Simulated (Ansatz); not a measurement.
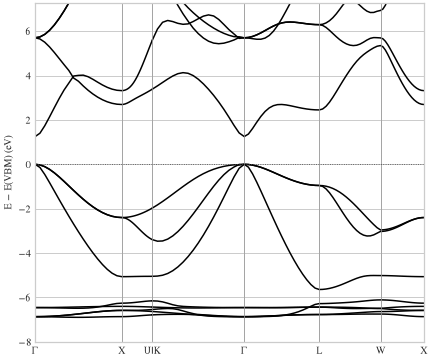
Band structure from LDA (plane waves, PAW; program Ansatz)

Question: Read off the gap and where the band edges lie.

Answer: About 1.2 eV (1.25 eV by a search for the band edges); maximum at Γ, minimum at Γ.

The material is ZnSe (zinc blende, F-43m).

The LDA relaxation kept the symmetry of its start; phonons on a q-mesh show no instability. Spin–orbit coupling is left out wherever it is not named.

Potentials: the later of the program's two PAW sets.
